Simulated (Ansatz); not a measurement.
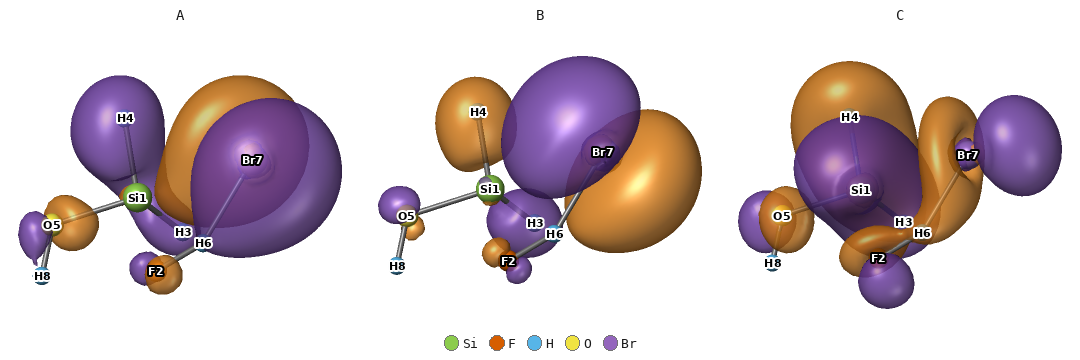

The picture shows: H₃OSi···BrFH. Three frontier orbitals at ±0.08 Å⁻³ᐟ² (orange and purple are the two phases), in no order.

A transition-state structure; geometry: PBE0-D4/def2-TZVP.

Theory: RKS PBE0-D4/def2-TZVPP in Ansatz.

The calculation's input:

```
crystal:
  periodic: [false, false, false]
  atoms:
    - {symbol: Si, position_ang: [-0.527871, -0.102823, -0.108419]}
    - {symbol: F, position_ang: [1.350052, 0.035824, 0.377439]}
    - {symbol: H, position_ang: [-0.391702, -1.362716, -0.854225]}
    - {symbol: H, position_ang: [-1.642291, 0.795973, -0.441723]}
    - {symbol: O, position_ang: [-0.860888, -0.321641, 1.479049]}
    - {symbol: H, position_ang: [1.574657, 0.549919, -0.512349]}
    - {symbol: Br, position_ang: [0.755536, 1.242423, -1.957753]}
    - {symbol: H, position_ang: [-0.257494, -0.836959, 2.017982]}
basis:
  gaussian: {orbitals: def2-TZVPP}
hamiltonian: {xc: pbe0, dispersion: d4}
output: {orbitals: {seedname: orbitals}}
```

Run with:

```sh
ansatz run in.yaml --threads 4 --pin off --events-out ev --progress --plain --max-ram 9574MiB
```

Q: Order the three orbitals by energy and name them.

A: A is the HOMO−1 (−8.52 eV). By Hirshfeld shares it lies mainly on Br7 (about 75 %), Si1 (about 10 %) and H4 (about 5 %); largely a lone pair of Br7. B is the HOMO (−8.17 eV). Its weight (Hirshfeld) is mainly on Br7 (about 85 %); largely a lone pair of Br7. C is the LUMO (−0.88 eV). It lies mainly on Si1 (about 50 %), Br7 (about 20 %), F2 (about 10 %) and H4 (about 10 %).

Q: What is the HOMO–LUMO gap?

A: 7.29 eV between the orbital energies.
